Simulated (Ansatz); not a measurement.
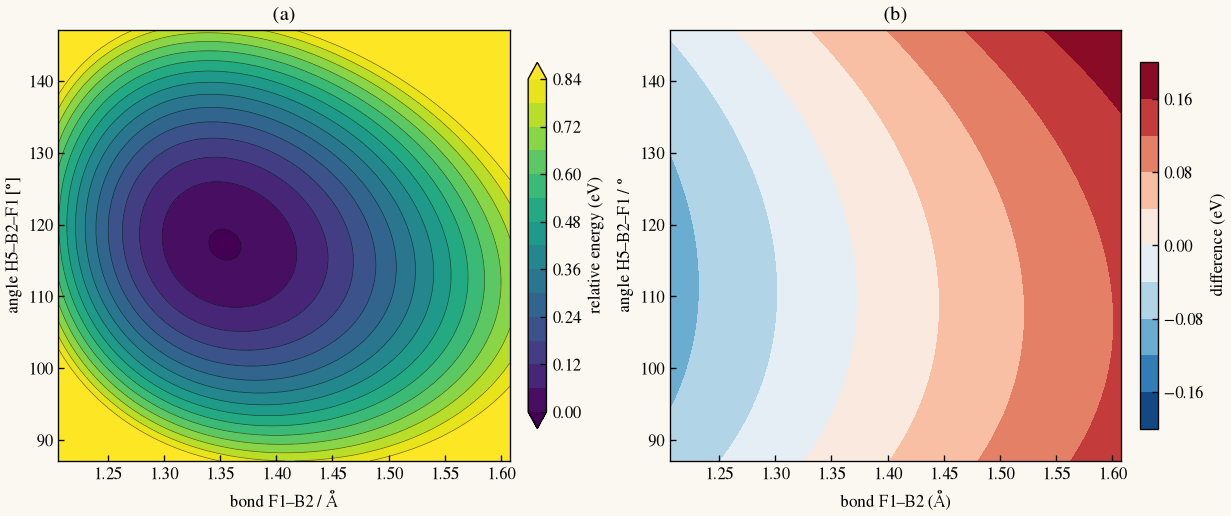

BFH3NSi, SMILES FBN=[SiH2]. 
- Two internal coordinates are moved rigidly from the geometry relaxed at PBE0-D4/def2-TZVP, all others fixed.
- The first coordinate is: bond F1–B2; the second: angle H5–B2–F1.
- The grid has 7 × 7 points.
- Points are written as (first, second).
- All energies are given in eV relative to each map's own lowest point.
- Computed with RKS PBE-D4/def2-TZVPP (Ansatz).

Panel (a): Ansatz 0.2.0, RKS PBE-D4/def2-TZVPP. Panel (b): the map at RKS PBE0-D4/def2-TZVPP (Ansatz 0.2.0) less the map of (a), each from its own lowest point.

How does the change of method alter the landscape?

Answer. The difference runs from −0.09 eV at (1.206 Å, 107°) to 0.20 eV at (1.608 Å, 147°). The interpolated minimum moves from 1.3546 to 1.3397 Å in bond F1–B2 and 117.2 to 117.1° in angle H5–B2–F1.
